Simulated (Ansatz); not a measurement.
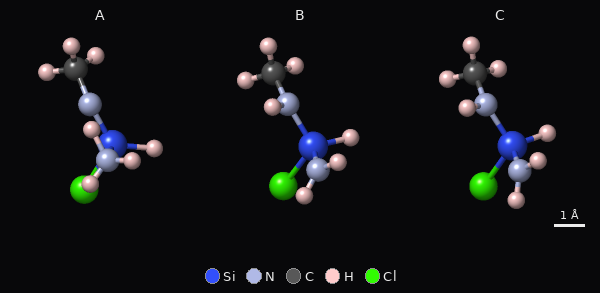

3 geometries from a converged minimum-energy path of CH₇ClN₂Si, shuffled. Style: ball-and-stick. Shown from a free direction.

The calculation used RKS PBE0-D4/def2-SVP in Ansatz 0.2.0. Settings: 9 movable images; climbing image; force threshold 0.05 eV/Å; iteration limit 60; starting path through a guess of the saddle point.

### Which frame is the top of the path?

A. In order along the path, whose images run from 0 to 10: C (image 1, +0.4 kcal/mol), B (image 2, +2.1 kcal/mol), A (image 5, +48.1 kcal/mol). A hydrogen atom shifts from one atom to another. Breaking: H–N (1.02 → 2.64 Å). Forming: H–N (2.89 → 1.02 Å).

The run took 6.2 min on 2 threads of Arm Neoverse V2 (shared host), peak memory 0.26 GiB.
